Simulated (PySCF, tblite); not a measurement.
# C6H5B2F: geometry, infrared bands and NMR shifts

What infrared bands and NMR shifts should C6H5B2F (`C#CC1=CBC=C(F)B1`) show?

Programs: tblite 0.8.0 and PySCF 2.14.0, with density-fitted response routines of our own. Each step states its level of theory. These are calculated values for one molecule in the gas phase, unless marked as measured. Atoms are numbered from 0 throughout.

**1. Starting geometry**

14 atoms, charge 0, multiplicity 1; geometry from: force field or distance geometry start.

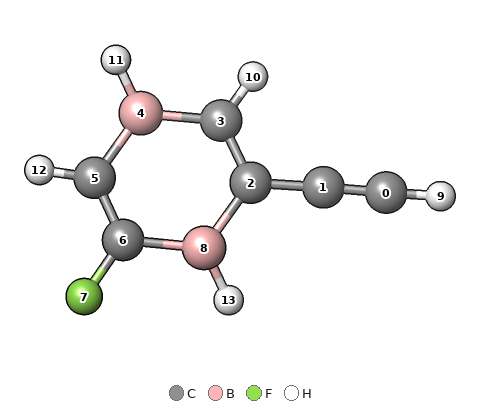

The starting geometry (carbon grey, boron pink, fluorine green, hydrogen white), atoms numbered.

**2. Relaxing the molecule with GFN2-xTB**

The job: settings as JSON, then the geometry in Å.

```
{"job": {"kind": "relax", "xc": "GFN2-xTB", "basis": "xTB"}, "charge": 0, "multiplicity": 1}
C      3.460500    -0.428600    -0.182800
C      2.247200    -0.240800    -0.119600
C      0.839400    -0.056200    -0.029900
C      0.359000     1.205200     0.099300
B     -1.191600     1.453000     0.203400
C     -2.188300     0.251700     0.116400
C     -1.729000    -1.004200    -0.026000
F     -2.571700    -2.062800    -0.086900
B     -0.167500    -1.270000    -0.109800
H      4.511500    -0.572300    -0.242600
H      1.043200     2.021700     0.158800
H     -1.593300     2.421700     0.758200
H     -3.250200     0.474900     0.193900
H      0.230000    -2.193900    -0.754700
```

On the command line:

```sh
OMP_NUM_THREADS=1 python probes_run.py task.json out
```

This one command runs all jobs of the session in turn.

**Question.** This job is followed by: GFN2-xTB harmonic vibrations, gas phase; GIAO PBE0/pcSseg-1 NMR shielding, non-relativistic, gas phase. Predict these results of the whole session: strongest single infrared mode (GFN2-xTB); zero-point energy (GFN2-xTB); 13C shifts against TMS (PBE0/pcSseg-1); 1H shifts against TMS (PBE0/pcSseg-1); 11B shifts against BF3·OEt2 (PBE0/pcSseg-1); 19F shifts against CFCl3 (PBE0/pcSseg-1); surface potential, least and greatest.

As calculated:

| quantity | value |
| --- | --- |
| strongest single infrared mode (GFN2-xTB) | 1210 cm⁻¹, 164 km/mol |
| zero-point energy (GFN2-xTB) | 55.4 kcal/mol |
| 13C shifts against TMS (PBE0/pcSseg-1) | 198.0, 174.2, 155.6, 140.3, 102.7, 94.0 ppm |
| 1H shifts against TMS (PBE0/pcSseg-1) | 7.93, 6.81, 6.50, 6.21, 3.77 ppm |
| 11B shifts against BF3·OEt2 (PBE0/pcSseg-1) | 62.6, 59.6 ppm |
| 19F shifts against CFCl3 (PBE0/pcSseg-1) | -52.5 ppm |
| surface potential, least and greatest | -0.78 V and 1.61 V |

In words: Over 42 steps the energy fell by 0.330 eV; of the close pairs, C6–B8 changed most, 1.586 to 1.552 Å. All 36 modes are real, so the xTB geometry is a minimum. The strongest single mode, at 1210 cm⁻¹, has its largest shares on B4, C5 and C3 (the list is cut at 3 atoms). Unscaled tight-binding wavenumbers are off by several per cent, some by more. Its intensities can rank the bands wrongly. At PBE0/pcSseg-1: The widest tensor belongs to C1: span 305 ppm, with a paramagnetic part of -155 ppm. NICS(1)zz of 19 ppm above the planar ring from C2 marks a paratropic (antiaromatic) ring current. By nearest atom (PBE0/pcSseg-1), the HOMO sits on C0, C3 about 21 % each; 4 C atoms about 11 % each and the LUMO on B4, B8 about 23 % each; C2, C3 about 10 % each.
